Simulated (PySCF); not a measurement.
# C$_{5}$H$_{3}$F$_{3}$OS (SMILES FC(F)(F)Sc1ccoc1): what the fields show

```yaml
atoms:
  - { symbol: F, position_ang: [3.5309, -0.5906, 0.2286] }
  - { symbol: C, position_ang: [2.2845, -0.1482, 0.1274] }
  - { symbol: F, position_ang: [1.9799, 0.4809, 1.2646] }
  - { symbol: F, position_ang: [2.2555, 0.7743, -0.8395] }
  - { symbol: S, position_ang: [1.1349, -1.5276, -0.2203] }
  - { symbol: C, position_ang: [-0.3364, -0.5512, -0.2100] }
  - { symbol: C, position_ang: [-1.1697, -0.2738, 0.9061] }
  - { symbol: C, position_ang: [-2.1612, 0.5157, 0.4171] }
  - { symbol: O, position_ang: [-1.9959, 0.7330, -0.8993] }
  - { symbol: C, position_ang: [-0.8948, 0.0876, -1.2818] }
  - { symbol: H, position_ang: [-1.0275, -0.6154, 1.9093] }
  - { symbol: H, position_ang: [-3.0092, 0.9700, 0.8889] }
  - { symbol: H, position_ang: [-0.5954, 0.1458, -2.3089] }
```

Geometry: GFN2-xTB.

Theory: PySCF, PBE0/pcSseg-1, SCF density, gas phase, non-relativistic.

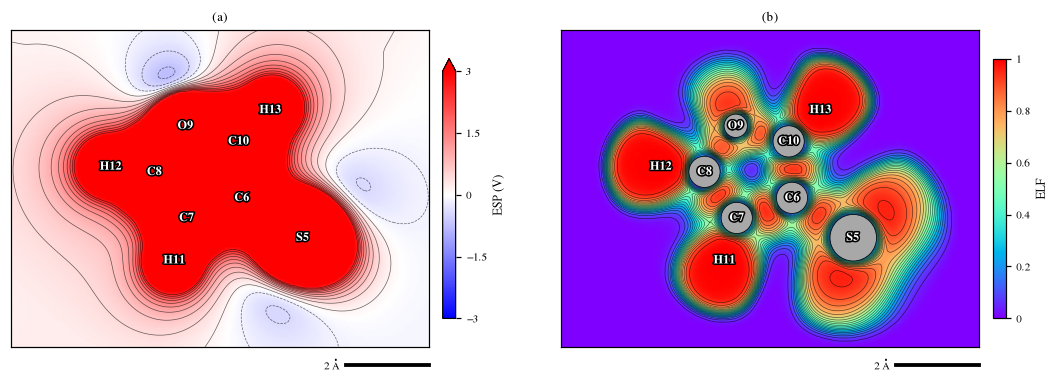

Figure 1. (a) electrostatic potential; (b) electron localisation function on the plane of atoms C7, C8 and O9. Grey discs cover the atomic cores in the ELF map.

### Describe what can be read from this map.

The plane passes through S, C, O and H nuclei.
C–O (1.33 Å): the ELF peaks at about 0.90 between the atoms; a polar covalent bond.
C–C (1.36 Å): the ELF peaks at about 0.95 between the atoms (a covalent bond).
C–S (1.77 Å): the ELF peaks at about 0.95 between the atoms (a shared electron pair).
C–H (1.07 Å): the ELF climbs to about 1 towards the hydrogen, as it does in any bond to H: an ordinary covalent bond to hydrogen.
C–C (1.42 Å): the ELF peaks at about 0.95 between the atoms; localised, covalent bonding.
The ELF also peaks beside S5 and O9, away from the bonds: lone-pair regions.
Outside the dense part of the molecule the potential is most negative (−0.8 V) near O9.

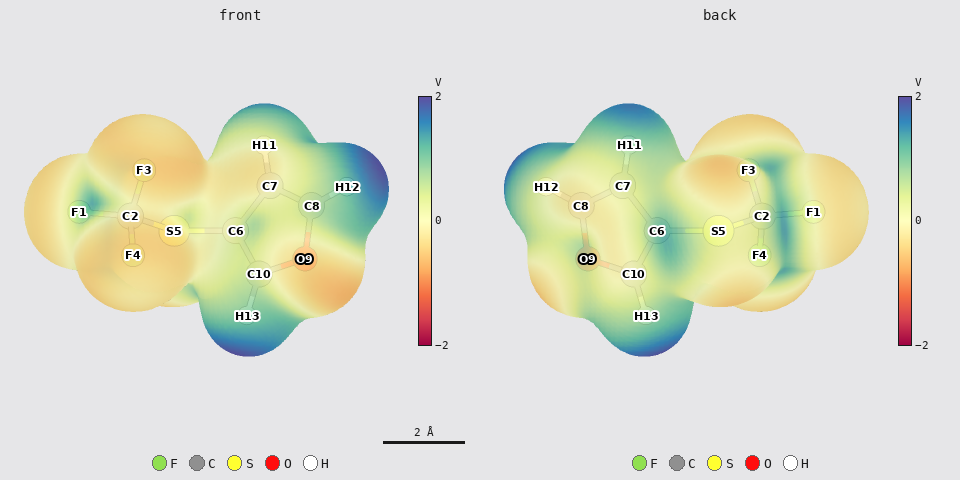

Figure 2. The molecular electrostatic potential painted on the density surface at 0.004 e/bohr³, seen from the front and from behind; red is negative and blue positive.

### Which sites attract a positive test charge, and which a negative one?

A positive charge is drawn to the negative regions and a negative charge to the positive ones. The most negative region (about −0.7 V) lies over O9, the most positive (about +1.9 V) over H12 and H13.

### What dipole moment does the calculation give?

Its dipole moment is 1.92 D.
